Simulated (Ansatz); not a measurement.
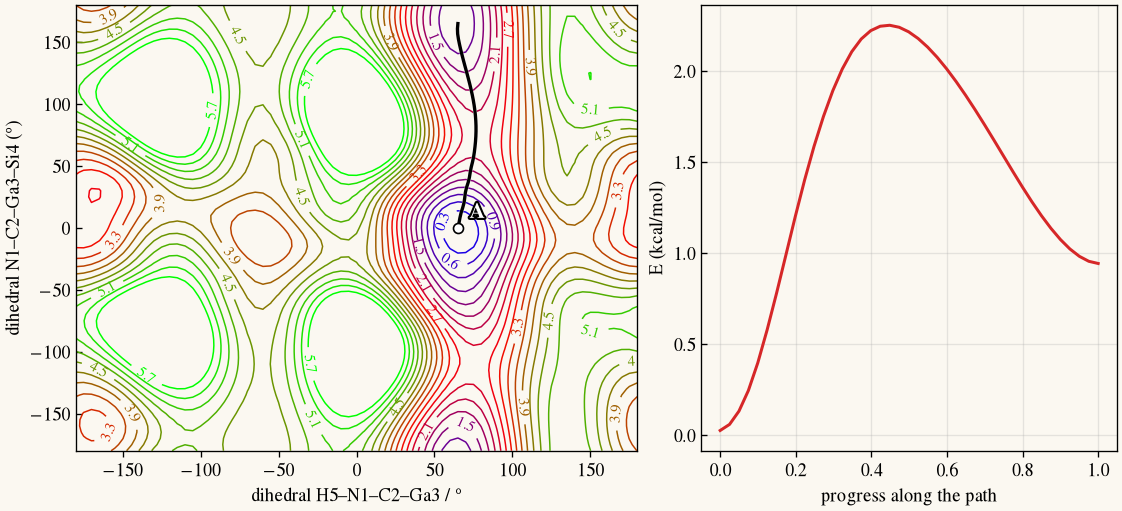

CH₈GaNSi, SMILES N[CH2][GaH][SiH3]. Coordinates scanned: (1) dihedral H5–N1–C2–Ga3; (2) dihedral N1–C2–Ga3–Si4. Nothing is relaxed (all other coordinates rigid). The scan uses a 15 × 15 grid. Points are written as (first, second). Energies: kcal/mol, counted from the relaxed molecule at the same level. Method: RKS PBE0-D4/def2-SVP in Ansatz.

Drawn: contour lines labelled in kcal/mol (none above 5.7), a line along the lowest path, the energy along the path at the right, the start A. Between grid points the surface is interpolated.

**Describe the path and its barrier.**

The easiest path leads from the well at about (65°, 0°) to the well at about (65°, 165°), about 0.92 kcal/mol higher. Its highest point lies about 2.2 kcal/mol above the bottom of the first well on the interpolated surface, at about (75°, 75°). Seen from the upper well the barrier is about 1.3 kcal/mol. The start is the relaxed structure and all else is held, so a fully relaxed path at this level can only be lower.
